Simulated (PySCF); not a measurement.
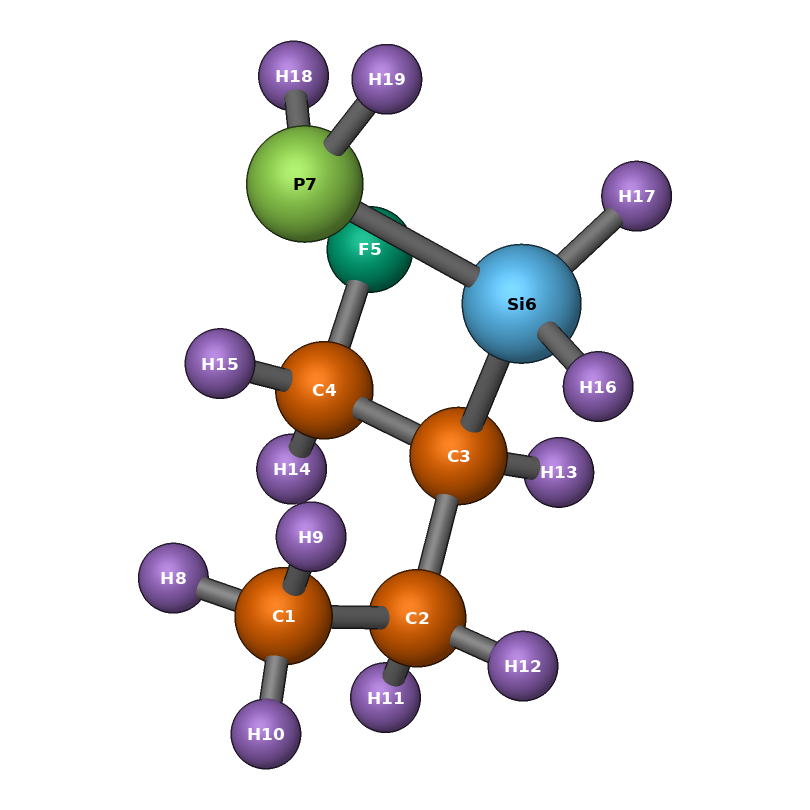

The geometry was computed by an optimisation with GFN2-xTB. No frequency run is at hand to confirm it as a minimum. Level of theory: GIAO PBE0/pcSseg-1 NMR shielding, non-relativistic, gas phase (PySCF 2.14.0). Principal shieldings σ11 ≤ σ22 ≤ σ33, span Ω = σ33 − σ11, skew κ = 3(σiso − σ22)/Ω.

Give the shielding tensors of the Si atoms.

| atom | σ11 | σ22 | σ33 | σiso | Ω | κ |
| --- | --- | --- | --- | --- | --- | --- |
| Si6 | 349.1 | 388.1 | 432.8 | 390.0 | 83.7 | 0.07 |

Shieldings and span in ppm.

The geometry is semi-empirical. Around P, Si such bond lengths and angles can be off by a tenth of an ångström or more and by several degrees, and values that hang on the shape move with them.
